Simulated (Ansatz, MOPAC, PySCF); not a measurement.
CH4O (SMILES CO) and CH2O2 (SMILES O=CO) are pulled apart as rigid monomers along the line of their centres of mass, from the B3LYP-D3(BJ)/def2-TZVP minimum. Starting geometry (charge 0, multiplicity 1):
```json
[
 {"atom": "C", "x (Å)": "-0.1896", "y (Å)": "-0.3503", "z (Å)": "0.1830"},
 {"atom": "O", "x (Å)": "0.4893", "y (Å)": "-0.8055", "z (Å)": "1.3522"},
 {"atom": "H", "x (Å)": "-0.9040", "y (Å)": "0.4454", "z (Å)": "0.4141"},
 {"atom": "H", "x (Å)": "-0.7288", "y (Å)": "-1.2018", "z (Å)": "-0.2278"},
 {"atom": "H", "x (Å)": "0.5196", "y (Å)": "0.0110", "z (Å)": "-0.5655"},
 {"atom": "H", "x (Å)": "0.9374", "y (Å)": "-0.0547", "z (Å)": "1.7799"},
 {"atom": "O", "x (Å)": "0.8121", "y (Å)": "0.8864", "z (Å)": "3.5621"},
 {"atom": "C", "x (Å)": "0.0017", "y (Å)": "0.2523", "z (Å)": "4.1994"},
 {"atom": "O", "x (Å)": "-0.6540", "y (Å)": "-0.8154", "z (Å)": "3.7739"},
 {"atom": "H", "x (Å)": "-0.2823", "y (Å)": "0.5058", "z (Å)": "5.2285"},
 {"atom": "H", "x (Å)": "-0.3656", "y (Å)": "-1.0067", "z (Å)": "2.8376"}
]
```

Interaction energies with rigid monomers; basis-set methods are counterpoise corrected unless marked otherwise.

Rows in 3-21G, 6-31G* carry no dispersion term and start afresh at each structure (6-31G* with six Cartesian d functions). The state that PM7 reach isn't checked; PM7 holds dispersion and hydrogen-bond terms.

Programs: Ansatz (Gaussian orbitals); MOPAC for PM7 (differences of heats of formation); PySCF for 3-21G rows, 6-31G* rows, the dispersion terms. Each number belongs to the level named beside it.

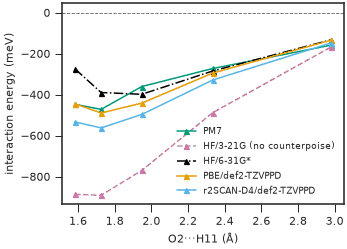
Fig. 1. Interaction energy against separation

Which level binds most strongly at O2···H11 = 1.73, and by how much?

HF/3-21G (no counterpoise), -892 meV.

Ansatz is a first-principles code.
